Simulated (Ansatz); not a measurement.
## Computed scan of one atom of the cell: MoS2 (2H-MoS2 type, space group P6_3/mmc)

Relaxed MoS₂ (2H-MoS2 type, space group P6_3/mmc):

```
CELL_PARAMETERS angstrom
      3.14944     0.00000     0.00000
     -1.57472     2.72750     0.00000
      0.00000     0.00000    12.09150
ATOMIC_POSITIONS crystal
  Mo 0.33333 0.66667 0.25000
  Mo 0.66667 0.33333 0.75000
  S  0.33333 0.66667 0.62050
  S  0.66667 0.33333 0.12050
  S  0.66667 0.33333 0.37950
  S  0.33333 0.66667 0.87950
```

Scan: atom 6 (S, nearest neighbour Mo at 2.400 Å; its periodic images, 3.1 Å or more away, move with it) is displaced along Cartesian z, direction (0.000, 0.000, 1.000) in Cartesian axes, by s. The other atoms stay.

These are PBE-D3(BJ) (plane waves to 420 eV, PAW, scalar-relativistic; Ansatz, an electronic-structure program) values and carry that method's errors. k mesh 10×10×3 (Γ-centred), Fermi-Dirac smearing 0.05 eV. E stands for the smeared free energy. Stress and pressure are positive under compression. As the smearing reaches across the gap at some points, energies and forces of such displacements shift with the k mesh and the smearing. MoS2 is run without spin polarisation. MoS2 was relaxed with its symmetry unable to fall. The PAW data are Ansatz's earlier set. ΔE is measured from the undisplaced structure.

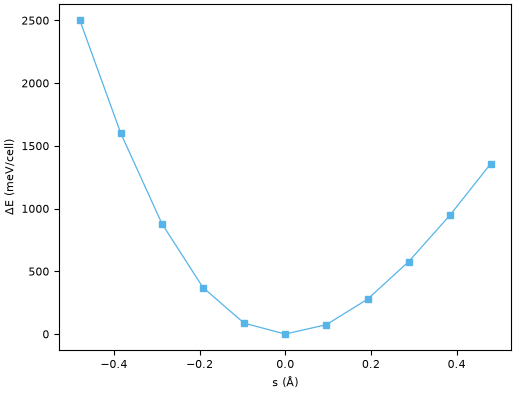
ΔE (meV/cell) against s (Å); one marker a computed point.

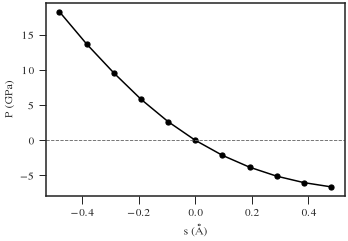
Fig. 1. P (GPa) against s (Å); markers are the computed points, lines only join them.

The force constant k = d²E/ds² at s = 0 (finite differences) comes out as 17.5 eV/Å². The force along the line at s = -0.480 Å is 10.4 eV/Å. Shape of the curve: a single well with its minimum at or next to zero displacement. Harmonic estimate at the end of the scan: ½ks² = 2021 meV/cell against the computed 1359 meV/cell, so the well is softer than harmonic there. Symmetry of the curve: not even: the negative side lies higher at ±0.480 Å.

With its periodic images moving along, the atom's site symmetry in this cell is 3m..

(A displaced cell: forces are minus the slopes of the energy, force constants its curvatures, and phonons follow from these.)
